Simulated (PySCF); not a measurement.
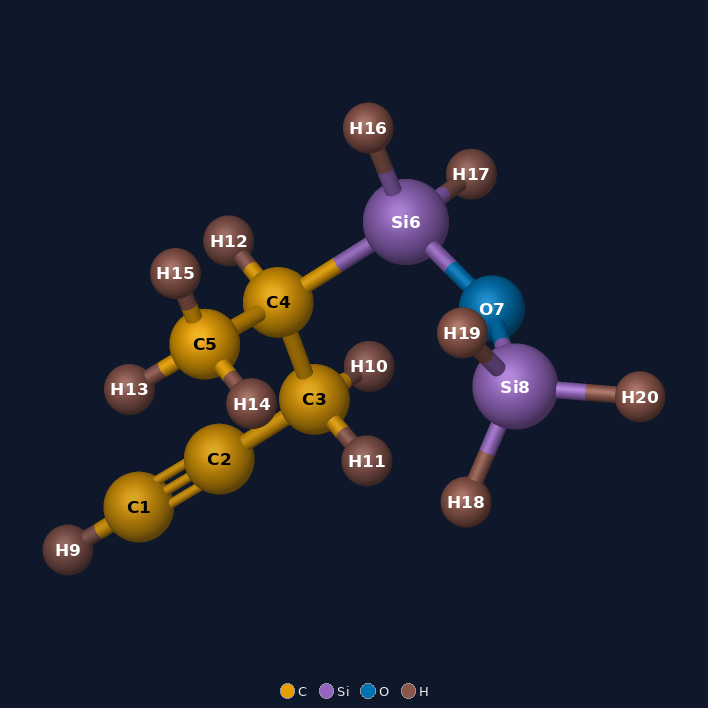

The computed structure is the end point of a PBE0-D3(BJ)/def2-SVP optimisation. No frequency run is at hand to confirm it as a minimum. Method: GIAO PBE0/pcSseg-1 NMR shielding, non-relativistic, gas phase (PySCF 2.14.0), and the same with a continuum solvent (IEF-PCM, Bondi radii x 1.2, gas-phase geometry).

How do dipole (D), HOMO–LUMO gap (eV), σ(H9) (ppm), σ(C2) (ppm), σ(H12) (ppm) change in chloroform (ε = 4.7), dichloromethane (ε = 8.9)?

| medium | dipole (D) | HOMO–LUMO gap (eV) | σ(H9) (ppm) | σ(C2) (ppm) | σ(H12) (ppm) |
| --- | --- | --- | --- | --- | --- |
| gas phase | 0.66 | 7.73 | 29.35 | 97.7 | 30.83 |
| chloroform | 0.76 | 7.90 | 29.06 | 95.8 | 30.68 |
| dichloromethane | 0.78 | 7.93 | 29.00 | 95.4 | 30.65 |
